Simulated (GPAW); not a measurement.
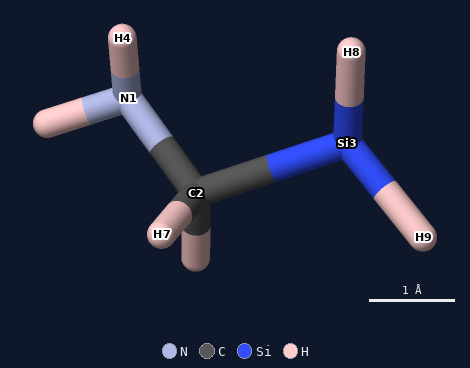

**Figure 1.** The structure (stick view, seen at a tilt; atoms are numbered from 1 in the order of the input). Bond lengths as drawn: C–H 1.09 to 1.11 Å, C–N 1.46 Å, C–Si 1.90 Å, H–N 1.01 to 1.02 Å and H–Si 1.46 Å.

## Property calculation, with input and output: CH$_{6}$NSi

CH$_{6}$NSi, multiplicity 2, computed with RPBE/real-space grid, UKS, scalar-relativistic datasets (GPAW 26.7.0).

The geometry comes from this level: GFN2-xTB.

### Input file (sp.py)
```python
import numpy as np
from ase.io import read
from ase.units import Debye
from gpaw import GPAW

# Structure
system = read('gs.xyz')
system.center(vacuum=4.5)
system.set_initial_magnetic_moments([0.333333, 0.333333, 0.333333, 0.0, 0.0, 0.0, 0.0, 0.0, 0.0])

# GPAW settings
calc = GPAW(mode='fd',
            h=0.2,
            xc='RPBE',
            occupations={'name': 'fermi-dirac', 'width': 0.02, 'fixmagmom': True},
            maxiter=100,
            symmetry='off',
            txt='-')
system.calc = calc

energy = system.get_potential_energy()
print(f'Energy                  {energy:.5f} eV')
forces = system.get_forces()
print('Forces (eV/Ang)')
for symbol, f in zip(system.symbols, forces):
    print(f'{symbol:2} {f[0]:9.4f} {f[1]:9.4f} {f[2]:9.4f}')
dipole = system.get_dipole_moment() / Debye
print(f'Dipole                  {np.linalg.norm(dipole):.3f} D')
```

### File gs.xyz
```
9

N     -0.922310     0.605150    -0.873760
C      0.285840     0.489560    -0.067900
Si     0.039820    -0.838730     1.272390
H     -1.101120    -0.264730    -1.363860
H     -0.823570     1.334660    -1.572910
H      0.468760     1.462400     0.394230
H      1.182050     0.258350    -0.671740
H     -0.303570    -2.135920     0.697540
H      1.174100    -0.910740     2.186000
```

Launched with:
```bash
python sp.py
```

### What the program printed
```
__  _  _
 | _ |_)|_||  |
 |__||  | ||/\| - 26.7.0

units:  Angstrom and eV
cores:  1
OpenMP: False

Versions:
  Python: 3.12.14
  ASE:    3.29.0
  Numpy:  2.5.5
  Scipy:  1.18.1
  Libxc:  7.0.0

        _gpaw.cpython-312-aarch64-linux-gnu.so

Input parameters:
  mode=FD(),
  h=0.2,
  maxiter=100,
  occupations=Occupations(name='fermi-dirac', width=0.02, fixmagmom=True),
  symmetry=Symmetry(point_group=False, time_reversal=False),
  xc=XC(name='RPBE')

Diagonalizing LCAO Hamiltonian
Converting LCAO to fd mode
         .---------------------------.
        /|                           |
       / |                           |
      /  |                           |
     /   |                           |
    /    |                           |
   /     |                           |
  /      |                           |
 *       |                           |
 |       |                           |
 |       |           H               |
 |       |         SiH               |
 |       |          C                |
 |       |       HH   H              |
 |       |      H                    |
 |       |                           |
 |       .---------------------------.
 |      /                           /
 |     /                           /
 |    /                           /
 |   /                           /
 |  /                           /
 | /                           /
 |/                           /
 *---------------------------*

Atoms  # Å, Bohr magnetons
|   | symbol |        x |        y |        z |    initial magnetic moments |
|---|--------|----------|----------|----------|-----------------------------|
| 0 |      N | 4.678810 | 7.241070 | 5.199150 | ( 0.0000,  0.0000,  0.3333) |
| 1 |      C | 5.886960 | 7.125480 | 6.005010 | ( 0.0000,  0.0000,  0.3333) |
| 2 |     Si | 5.640940 | 5.797190 | 7.345300 | ( 0.0000,  0.0000,  0.3333) |
| 3 |      H | 4.500000 | 6.371190 | 4.709050 | ( 0.0000,  0.0000,  0.0000) |
| 4 |      H | 4.777550 | 7.970580 | 4.500000 | ( 0.0000,  0.0000,  0.0000) |
| 5 |      H | 6.069880 | 8.098320 | 6.467140 | ( 0.0000,  0.0000,  0.0000) |
| 6 |      H | 6.783170 | 6.894270 | 5.401170 | ( 0.0000,  0.0000,  0.0000) |
| 7 |      H | 5.297550 | 4.500000 | 6.770450 | ( 0.0000,  0.0000,  0.0000) |
| 8 |      H | 6.775220 | 5.725180 | 8.258910 | ( 0.0000,  0.0000,  0.0000) |

Unit cell  # Å
| periodic |         x |         y |         z |   lengths |    angles |
|----------|-----------|-----------|-----------|-----------|-----------|
|       no | 11.283170 |  0.000000 |  0.000000 | 11.283170 | 90.000000 |
|       no |  0.000000 | 12.598320 |  0.000000 | 12.598320 | 90.000000 |
|       no |  0.000000 |  0.000000 | 12.758910 | 12.758910 | 90.000000 |

Number of symmetries: 1
Symmetry operations  # r_c * U_cc + t_c -> r_c
|   | kind |            matrix            |
|---|------|------------------------------|
| 0 |  E   |  1, 0, 0,  0, 1, 0,  0, 0, 1 |

BZ-sampling:
  Number of BZ points: 1
  Number of IBZ points: 1

  Monkhorst-Pack size: [1, 1, 1]
  Monkhorst-Pack shift: [0, 0, 0]

K-points  # in reciprocal-cell coordinates
|   |                                coordinates |     weight |
|---|--------------------------------------------|------------|
| 0 | (  0.00000000,   0.00000000,   0.00000000) | 1.00000000 |

Uniform wave function grid shape: (np.int64(55), np.int64(63), np.int64(63))
Spin-components: 2 (collinear spins)
Bands:           16
Projectors:      33
Spin-degeneracy: 1
Datatype:        float64

  Storage: CPU
  Wave functions: 55_883_520 bytes (55_883_520 per core)

Parallelization:
  kpt:    1
  domain: 1
  band:   1

Density:
  Valence electrons: 19.0
  Components: 2
  Grid points: [56 64 64]
  Charge: 0.0  # |e|

Potential:
  Grid points: [56 64 64]

species:
  N:
    name:    Nitrogen
    Z:       7.0
    valence: 5
    core:    2
    charge:  0.0  # [|e|]
    file:    N.RPBE.gz
    compensation charges:
      type: gauss
      rc: 0.18  # [Å]
      lmax: 2
    cutoffs:
      filter: 1.11  # [Å]
      core: 0.96  # [Å]
    projectors
    | kind |    occ | energy [eV] | rcut [Å] |
    |------|--------|-------------|----------|
    |   2s |  2.000 |     -18.658 |    0.603 |
    |   2p |  3.000 |      -7.050 |    0.529 |
    |    s |        |       8.553 |    0.603 |
    |    p |        |      20.161 |    0.529 |
    |    d |        |       0.000 |    0.577 |

    Using partial waves for N as LCAO basis

  C:
    name:    Carbon
    Z:       6.0
    valence: 4
    core:    2
    charge:  0.0  # [|e|]
    file:    C.RPBE.gz
    compensation charges:
      type: gauss
      rc: 0.20  # [Å]
      lmax: 2
    cutoffs:
      filter: 1.14  # [Å]
      core: 1.14  # [Å]
    projectors
    | kind |    occ | energy [eV] | rcut [Å] |
    |------|--------|-------------|----------|
    |   2s |  2.000 |     -13.815 |    0.635 |
    |   2p |  2.000 |      -5.254 |    0.635 |
    |    s |        |      13.396 |    0.635 |
    |    p |        |      21.957 |    0.635 |
    |    d |        |       0.000 |    0.635 |

    Using partial waves for C as LCAO basis

  Si:
    name:    Silicon
    Z:       14.0
    valence: 4
    core:    10
    charge:  0.0  # [|e|]
    file:    Si.RPBE.gz
    compensation charges:
      type: gauss
      rc: 0.33  # [Å]
      lmax: 2
    cutoffs:
      filter: 1.86  # [Å]
      core: 2.06  # [Å]
    projectors
    | kind |    occ | energy [eV] | rcut [Å] |
    |------|--------|-------------|----------|
    |   3s |  2.000 |     -10.793 |    1.058 |
    |   3p |  2.000 |      -4.075 |    1.058 |
    |    s |        |      16.418 |    1.058 |
    |    p |        |      23.136 |    1.058 |
    |    d |        |       0.000 |    1.058 |

    Using partial waves for Si as LCAO basis

  H:
    name:    Hydrogen
    Z:       1.0
    valence: 1
    core:    0
    charge:  0.0  # [|e|]
    file:    H.RPBE.gz
    compensation charges:
      type: gauss
      rc: 0.15  # [Å]
      lmax: 2
    cutoffs:
      filter: 0.85  # [Å]
      core: 0.53  # [Å]
    projectors
    | kind |    occ | energy [eV] | rcut [Å] |
    |------|--------|-------------|----------|
    |   1s |  1.000 |      -6.572 |    0.476 |
    |    s |        |      20.639 |    0.476 |
    |    p |        |       0.000 |    0.476 |

    Using partial waves for H as LCAO basis

Reference energy: -10478.757149  # eV

eigensolver:
  PPCG
  Converge bands: occupied
  niter=2

density mixing:
  MSR1-Mixer
  Pratt-step length: 0.05
  Maximum mixing coefficient: 0.75
  Old densities: 10
  SVD Regularization: 0.005
  Good broyden scale: 1.0
  Trust region scale: 1.0
  Backstep threshold: 4.0
  History deletion threshold: 6.0
  Fourier metric: weight=20.0, sigma=0.015

occupation numbers:
  Fixed magnetic moment: 1.000
  Fermi-Dirac:
    width: 0.0200  # eV

FastPoissonSolver using
    Stencil: 6*3+1=19 point O(h^6) finite-difference Laplacian
    FFT axes: []
    FST axes: [np.int64(0), np.int64(1), np.int64(2)]

xc functional:
  name: RPBE with 2 nearest neighbor stencil
interpolation: tri-quintic # 5. degree polynomial

Initialization done in: 2.140 s

convergence criteria:
- Maximum [total energy] change in last 3 cyles: 0.0005 eV / valence electron
- Maximum integral of absolute [dens]ity change: 0.0001 electrons / valence electron
- Maximum integral of absolute [eigenst]ate change: 4e-08 eV^2 / valence electron
maximum number of iterations: 100

SCF iterations
|iter     |     time |      energy | eigst |  dens |  magmom |
|---------|----------|-------------|-------|-------|---------|
|iter:   1| 00:00:03 |  -44.836422 | +1.17 |       |  +0.9958|
|iter:   2| 00:00:05 |  -44.154446 | +0.03 | -0.47 |  +0.9960|
|iter:   3| 00:00:08 |  -41.049222 | +0.52 | -0.50 |  +0.9987|
|iter:   4| 00:00:10 |  -41.113556 | -0.30 | -1.11 |  +0.9995|
|iter:   5| 00:00:12 |  -41.131292 | -1.02 | -1.47 |  +0.9999|
|iter:   6| 00:00:15 |  -41.133997 | -1.77 | -1.98 |  +1.0000|
|iter:   7| 00:00:17 |  -41.134562c| -2.52 | -2.47 |  +1.0000|
|iter:   8| 00:00:19 |  -41.134645c| -3.19 | -2.96 |  +1.0000|
|iter:   9| 00:00:21 |  -41.134670c| -3.76 | -3.29 |  +1.0000|
|iter:  10| 00:00:24 |  -41.134676c| -4.31 | -3.63 |  +1.0000|
|iter:  11| 00:00:26 |  -41.134678c| -4.92 | -3.99 |  +1.0000|
|iter:  12| 00:00:28 |  -41.134678c| -5.38 | -4.25c|  +1.0000|
|iter:  13| 00:00:31 |  -41.134678c| -6.03 | -4.70c|  +1.0000|
|iter:  14| 00:00:33 |  -41.134678c| -6.53 | -5.02c|  +1.0000|
|iter:  15| 00:00:35 |  -41.134678c| -7.05 | -5.41c|  +1.0000|
|iter:  16| 00:00:37 |  -41.134678c| -7.47c| -5.69c|  +1.0000|

Converged in 16 steps
SCF loop duration: 35.702 s (2.231 s/step)
Energy contributions relative to reference atoms: (reference = -10478.757149)

Energy contributions:
  Kinetic:          47.797427
  Coulomb:         -50.576477
  Zero:              0.620931
  External:          0.000000
  Xc:              -38.976559
  Entropy:          -0.000000
  Spinorbit:         0.000000
  ----------------------------
  Free energy:     -41.134678
  Extrapolated:    -41.134678

dipole moment: (0.201666, 0.069257, -0.299582)  # |e|*Ang

Total magnetic moment: (0.000000, 0.000000, 0.999999)

Local magnetic moments
|        x |        y |         z |
|----------|----------|-----------|
| 0.000000 | 0.000000 | -0.000032 |  # N    0
| 0.000000 | 0.000000 |  0.005496 |  # C    1
| 0.000000 | 0.000000 |  0.296941 |  # Si   2
| 0.000000 | 0.000000 | -0.000059 |  # H    3
| 0.000000 | 0.000000 | -0.000398 |  # H    4
| 0.000000 | 0.000000 |  0.001126 |  # H    5
| 0.000000 | 0.000000 |  0.009786 |  # H    6
| 0.000000 | 0.000000 |  0.004374 |  # H    7
| 0.000000 | 0.000000 |  0.003308 |  # H    8

Fermi levels: -4.452, -3.169
Eigenvalues  # (at kpt = [0.000, 0.000, 0.000])
| band index |      eig [eV] | occ [0-1] |      eig [eV] | occ [0-1] |
|------------|---------------|-----------|---------------|-----------|
|          0 |       -22.085 |     1.000 |       -22.078 |     1.000 |
|        ... |               |           |               |           |
|          2 |       -12.973 |     1.000 |       -12.711 |     1.000 |
|          3 |       -11.870 |     1.000 |       -11.682 |     1.000 |
|          4 |       -11.131 |     1.000 |       -11.064 |     1.000 |
|          5 |        -9.914 |     1.000 |        -9.865 |     1.000 |
|          6 |        -8.542 |     1.000 |        -8.390 |     1.000 |
|          7 |        -7.879 |     1.000 |        -7.778 |     1.000 |
|          8 |        -5.592 |     1.000 |        -5.543 |     1.000 |
|          9 |        -4.742 |     1.000 |        -2.879 |     0.000 |
|         10 |        -0.835 |     0.000 |        -0.746 |     0.000 |
|         11 |        -0.134 |     0.000 |         0.016 |     0.000 |
|         12 |        -0.039 |     0.000 |         0.172 |     0.000 |
|         13 |         0.251 |     0.000 |         0.380 |     0.000 |
|         14 |         0.303 |     0.000 |         0.496 |     0.000 |
|         15 |         0.672 |     0.000 |         1.084 |     0.000 |

Gap: 1.863 eV
Transition (v -> c):
  (s=0, k=0, n=9, [0.00, 0.00, 0.00]) -> (s=1, k=0, n=9, [0.00, 0.00, 0.00])
No difference between direct/indirect transitions
vacuum-level: 0.000  # V
Energy                  -41.13468 eV

Forces  # eV/Ang
|        x |        y |        z |
|----------|----------|----------|
| -0.85932 |  0.21804 | -0.11353 |  # N    0
|  0.23557 | -0.08972 | -0.10343 |  # C    1
| -0.51611 |  0.83329 |  0.17090 |  # Si   2
| -0.12746 | -0.14916 | -0.22845 |  # H    3
| -0.00011 |  0.11913 | -0.22180 |  # H    4
|  0.14181 |  0.17872 |  0.31360 |  # H    5
|  0.30389 | -0.06983 |  0.04516 |  # H    6
| -0.08980 | -0.73198 | -0.33782 |  # H    7
|  0.67703 | -0.14940 |  0.45174 |  # H    8

Force computation time: 0.085  # s
Forces (eV/Ang)
N    -0.8593    0.2180   -0.1135
C     0.2356   -0.0897   -0.1034
Si   -0.5161    0.8333    0.1709
H    -0.1275   -0.1492   -0.2284
H    -0.0001    0.1191   -0.2218
H     0.1418    0.1787    0.3136
H     0.3039   -0.0698    0.0452
H    -0.0898   -0.7320   -0.3378
H     0.6770   -0.1494    0.4517
Dipole                  1.766 D
```

### Summary

| quantity | value |
| --- | --- |
| outcome | converged |
| energy relative to the program's reference atoms | −41.1347 eV |
| largest force | 0.995 eV/Å |
| dipole moment | 1.77 D |
| hardware | 1 thread of Arm Neoverse V1, 24 GiB of memory available, shared host |
| wall time | 39 s |
| peak memory | 0.78 GiB |
